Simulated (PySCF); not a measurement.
Geometry relaxation of ZrHCl₃O

The run: geometry relaxation of ZrHCl₃O (Zr(OH)Cl3), SMILES [OH][Zr]([Cl])([Cl])[Cl]. Method and program: PBE0-D3(BJ)/def2-SVP geometry optimisation, gas phase (PySCF 2.14.0).

It belongs to a series of runs on one base structure; here: one ligand: Cl to OH.

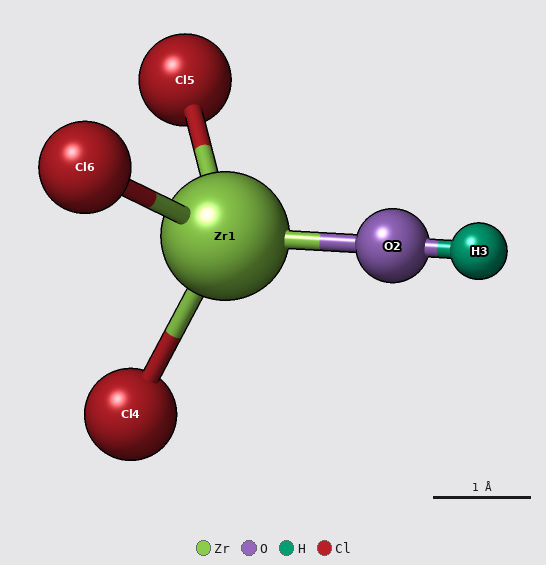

Figure 1. The structure as given in the input (ball-and-stick view, seen at a tilt; atoms are numbered from 1 in the order of the input). Sticks mark near contacts. Bond lengths as drawn: Cl–Zr 2.23 to 2.36 Å, H–O 0.94 Å and O–Zr 1.81 Å.

Results in brief:

| quantity | value |
| --- | --- |
| outcome | converged |
| total energy | −1502.766014 hartree |
| dipole moment | 3.08 D |
| hardware | 1 CPU thread, shared host |
| wall time | 54 s |
| peak memory | 0.4 GiB |

Input:
```
{"job": {"xc": "PBE0", "basis": "def2-SVP", "d3": "d3bj", "grid": 1, "maxiter": 30, "shake": 0.03, "kind": "geom"}, "charge": 0, "multiplicity": 1}
Zr     0.039590    -0.114000    -0.247370
O      0.106890     0.203870     1.530810
H      0.140810     0.346040     2.457390
Cl     2.018440    -0.177920    -1.426020
Cl    -1.132790     1.543770    -1.448940
Cl    -1.109800    -1.897770    -0.935140
```

The first line tells a small driver script what to run in PySCF; the rest is the geometry in Å.

Launched with:
```bash
OMP_NUM_THREADS=1 python <driver script> task.json out
```

Log:
```
step   0  E = -1502.74976011  max force = 0.064504
step   1  E = -1502.76165806  max force = 0.029472
step   2  E = -1502.76485923  max force = 0.008701
step   3  E = -1502.76589500  max force = 0.007623
step   4  E = -1502.76600320  max force = 0.001321
step   5  E = -1502.76602830  max force = 0.001354
step   6  E = -1502.76602167  max force = 0.002435
step   7  E = -1502.76601360  max force = 0.001550
step   8  E = -1502.76601429  max force = 0.000673
step   9  E = -1502.76601351  max force = 0.000416
optimisation converged
```

Trajectory as extended XYZ (Å, eV, eV/Å), 10 frames, from step=0 to step=9:
```
6
Properties=species:S:1:pos:R:3:forces:R:3 step=0 energy=-40891.90381
Zr    0.0396   -0.1140   -0.2474   -0.0083   1.4963  -3.3169
O     0.1069    0.2039    1.5308    0.1396   0.2673   2.1054
H     0.1408    0.3460    2.4574    0.0331   0.2201   1.2788
Cl    2.0184   -0.1779   -1.4260    0.9209  -0.1132  -0.1099
Cl   -1.1328    1.5438   -1.4489    0.0445   0.1390   0.3574
Cl   -1.1098   -1.8978   -0.9351   -1.1298  -2.0094  -0.3148
6
Properties=species:S:1:pos:R:3:forces:R:3 step=1 energy=-40892.22757
Zr    0.0148   -0.0800   -0.3445   -0.0564   0.0977   0.7507
O     0.1081    0.2243    1.5749   -0.0500  -0.2675  -1.5155
H     0.1503    0.3560    2.5249   -0.0154  -0.0103  -0.1470
Cl    2.1089   -0.2010   -1.4359   -0.2982  -0.0048   0.3306
Cl   -1.1484    1.6413   -1.4443    0.2027  -0.1278   0.2722
Cl   -1.1705   -2.0366   -0.9444    0.2173   0.3126   0.3090
6
Properties=species:S:1:pos:R:3:forces:R:3 step=2 energy=-40892.31468
Zr    0.0056   -0.0747   -0.3609   -0.0571  -0.2000   0.1691
O     0.1048    0.2213    1.5150   -0.0055  -0.0929  -0.4474
H     0.1490    0.3522    2.4648   -0.0154  -0.0082  -0.1106
Cl    2.1083   -0.2192   -1.3899   -0.0185  -0.0002   0.1377
Cl   -1.1273    1.6665   -1.4142    0.0007   0.1215   0.0408
Cl   -1.1772   -2.0421   -0.8841    0.0959   0.1798   0.2104
6
Properties=species:S:1:pos:R:3:forces:R:3 step=3 energy=-40892.34287
Zr   -0.0046   -0.0780   -0.3937   -0.0737  -0.0702  -0.3920
O     0.1013    0.2185    1.4485    0.0289   0.0412   0.3335
H     0.1455    0.3499    2.3967   -0.0127  -0.0013   0.0124
Cl    2.1300   -0.2549   -1.3331    0.0762   0.0041   0.0246
Cl   -1.1066    1.7171   -1.4049    0.0003   0.0122  -0.0034
Cl   -1.2025   -2.0486   -0.7827   -0.0190   0.0139   0.0249
6
Properties=species:S:1:pos:R:3:forces:R:3 step=4 energy=-40892.34581
Zr   -0.0050   -0.0785   -0.4042   -0.0009  -0.0212  -0.0562
O     0.0956    0.2175    1.4464    0.0065   0.0055   0.0679
H     0.1364    0.3474    2.3950   -0.0139  -0.0045   0.0009
Cl    2.1435   -0.2584   -1.3146    0.0384   0.0099   0.0174
Cl   -1.0979    1.7215   -1.4132   -0.0095   0.0150  -0.0217
Cl   -1.2095   -2.0457   -0.7786   -0.0206  -0.0047  -0.0083
6
Properties=species:S:1:pos:R:3:forces:R:3 step=5 energy=-40892.34649
Zr   -0.0022   -0.0789   -0.4095    0.0210   0.0173   0.0696
O     0.0841    0.2143    1.4460   -0.0066  -0.0108  -0.0627
H     0.1178    0.3417    2.3952   -0.0135  -0.0051  -0.0008
Cl    2.1627   -0.2546   -1.2860   -0.0037   0.0143   0.0154
Cl   -1.0871    1.7236   -1.4267    0.0065  -0.0133  -0.0063
Cl   -1.2122   -2.0422   -0.7883   -0.0037  -0.0024  -0.0152
6
Properties=species:S:1:pos:R:3:forces:R:3 step=6 energy=-40892.34631
Zr    0.0035   -0.0789   -0.4130    0.0264   0.0247   0.1252
O     0.0652    0.2090    1.4456   -0.0115  -0.0145  -0.1152
H     0.0864    0.3324    2.3955   -0.0115  -0.0044  -0.0021
Cl    2.1872   -0.2418   -1.2460   -0.0263   0.0130   0.0014
Cl   -1.0715    1.7223   -1.4432    0.0100  -0.0160   0.0028
Cl   -1.2076   -2.0390   -0.8081    0.0130  -0.0029  -0.0122
6
Properties=species:S:1:pos:R:3:forces:R:3 step=7 energy=-40892.34609
Zr    0.0090   -0.0786   -0.4123    0.0117   0.0152   0.0797
O     0.0502    0.2046    1.4462   -0.0060  -0.0079  -0.0775
H     0.0601    0.3250    2.3967   -0.0086  -0.0028  -0.0012
Cl    2.2018   -0.2263   -1.2224   -0.0230   0.0081  -0.0071
Cl   -1.0621    1.7190   -1.4520    0.0086  -0.0085   0.0079
Cl   -1.1958   -2.0396   -0.8255    0.0174  -0.0041  -0.0017
6
Properties=species:S:1:pos:R:3:forces:R:3 step=8 energy=-40892.34611
Zr    0.0095   -0.0786   -0.4113    0.0060   0.0067   0.0346
O     0.0495    0.2046    1.4459   -0.0025  -0.0021  -0.0333
H     0.0582    0.3249    2.3963   -0.0080  -0.0023   0.0003
Cl    2.2007   -0.2253   -1.2243   -0.0137   0.0078  -0.0058
Cl   -1.0613    1.7190   -1.4506    0.0045  -0.0044   0.0054
Cl   -1.1935   -2.0405   -0.8253    0.0136  -0.0057  -0.0011
6
Properties=species:S:1:pos:R:3:forces:R:3 step=9 energy=-40892.34609
Zr    0.0097   -0.0786   -0.4109    0.0037   0.0039   0.0214
O     0.0493    0.2046    1.4458   -0.0010  -0.0002  -0.0199
H     0.0574    0.3249    2.3963   -0.0078  -0.0022   0.0005
Cl    2.2002   -0.2255   -1.2255   -0.0102   0.0078  -0.0051
Cl   -1.0605    1.7193   -1.4501    0.0028  -0.0034   0.0046
Cl   -1.1930   -2.0407   -0.8247    0.0126  -0.0059  -0.0015
```

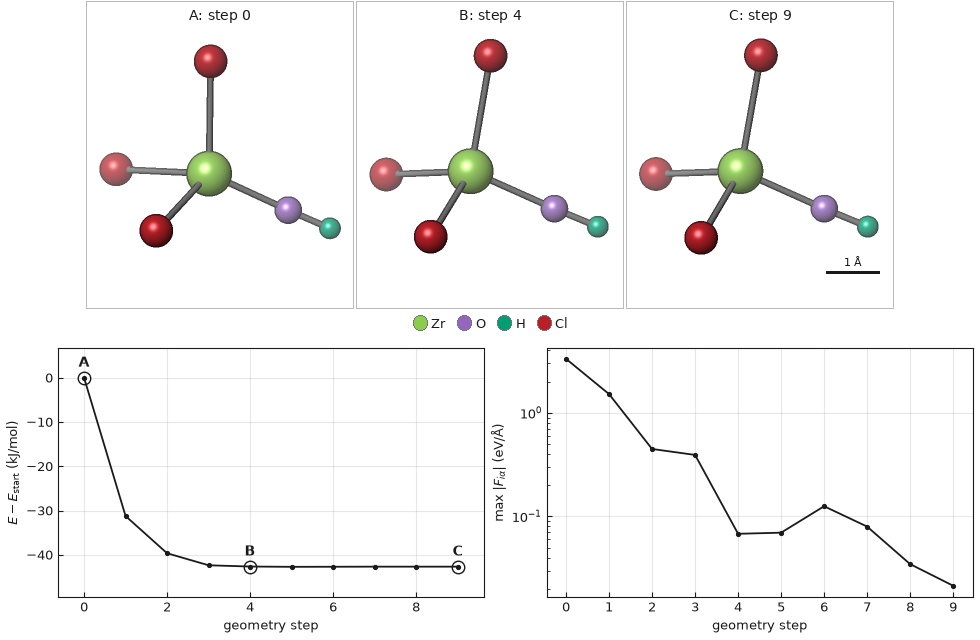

Figure 2. Frames of the relaxation (ball-and-stick view, seen at a tilt) above the curves, on which the letters mark them (steps are counted from 0).

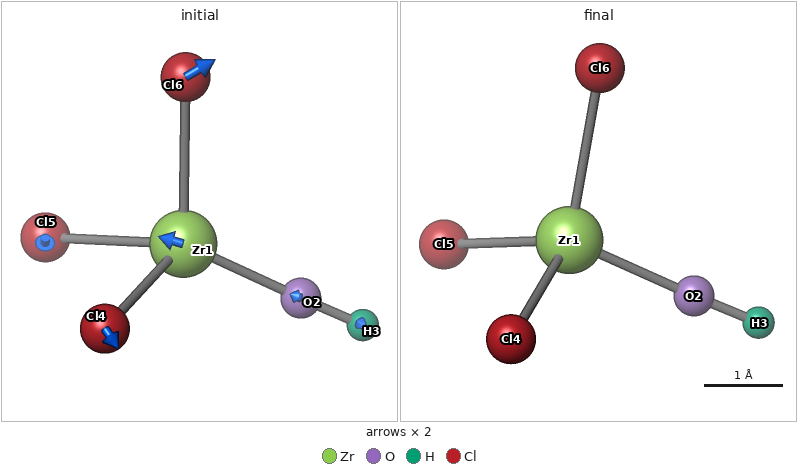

Figure 3. Before (left) and after (right) the relaxation, at one scale (ball-and-stick view, seen at a tilt). The blue arrows give the displacements, magnified 2 times. Cl6 moves most after the best rigid fit: 0.23 Å. Largest moves by element: Cl 0.23 Å, Zr 0.17 Å, O 0.09 Å, H 0.07 Å. Among the contacts that change: Zr1–Cl6 2.231 → 2.338 Å, Zr1–O2 1.808 → 1.879 Å, Zr1–Cl4 2.304 → 2.342 Å, Zr1–Cl5 2.359 → 2.336 Å. Among the angles that change: Cl5–Zr1–Cl6 98.6° → 109.4°, O2–Zr1–Cl6 117.6° → 108.2°, O2–Zr1–Cl4 118.4° → 109.5°. Over 9 geometry steps the energy falls by 42.7 kJ/mol. The largest force component goes from 3.3 to 0.021 eV/Å. (Atoms are counted from 1 in the order of the input.)
